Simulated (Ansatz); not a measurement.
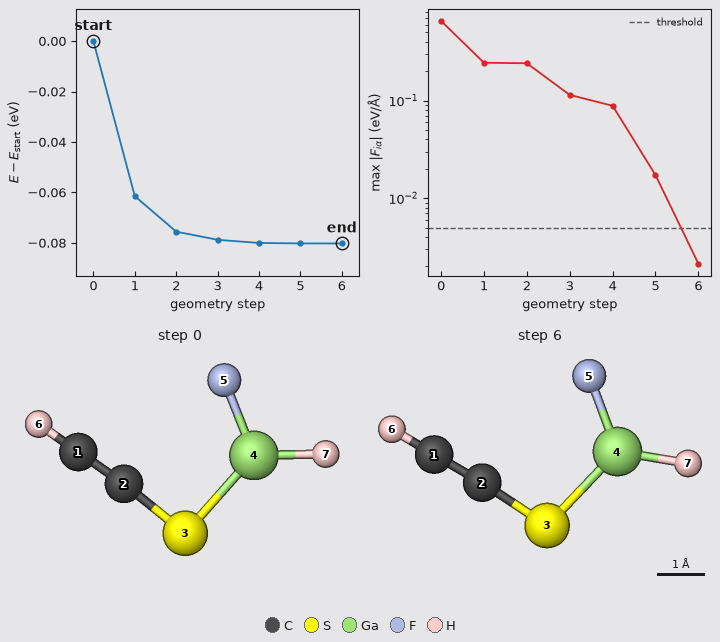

First and last geometry of a relaxation of C2H2FGaS, with the history of the run. The picture is a ball-and-stick view, seen face on.

The start comes from GFN2-xTB.

Level of theory: RKS PBE0-D4/def2-TZVP in Ansatz. (force threshold 0.005 eV/Å; at most 150 steps)

Did the run converge, and what did it change?

It converged. H7 moves most after the best rigid fit: 0.22 Å. Largest moves by element: H 0.22 Å, S 0.18 Å, F 0.15 Å, Ga 0.11 Å, C 0.11 Å. Near-neighbour distances that change, for instance: S3–Ga4 2.245 → 2.208 Å, C2–S3 1.701 → 1.680 Å, C1–H6 1.050 → 1.064 Å, Ga4–F5 1.750 → 1.745 Å. Among the angles between lasting bonds that change: F5–Ga4–H7 110.5° → 120.0°, S3–Ga4–H7 132.5° → 124.0°, C2–S3–Ga4 92.5° → 100.1°. The energy falls by 0.080 eV in 6 geometry steps. Largest force component: 0.65 eV/Å at the start, 0.0021 eV/Å at the end. The run took 28 s on 4 threads of Arm Neoverse V1, with other jobs on the host.

```json
{"step": "0", "E − E(0), eV": "0.0000", "largest force component, eV/Å": "0.6549"}
{"step": "1", "E − E(0), eV": "-0.0615", "largest force component, eV/Å": "0.2441"}
{"step": "2", "E − E(0), eV": "-0.0755", "largest force component, eV/Å": "0.2411"}
{"step": "3", "E − E(0), eV": "-0.0788", "largest force component, eV/Å": "0.1142"}
{"step": "4", "E − E(0), eV": "-0.0800", "largest force component, eV/Å": "0.0885"}
{"step": "5", "E − E(0), eV": "-0.0802", "largest force component, eV/Å": "0.0172"}
{"step": "6", "E − E(0), eV": "-0.0802", "largest force component, eV/Å": "0.0021"}
```
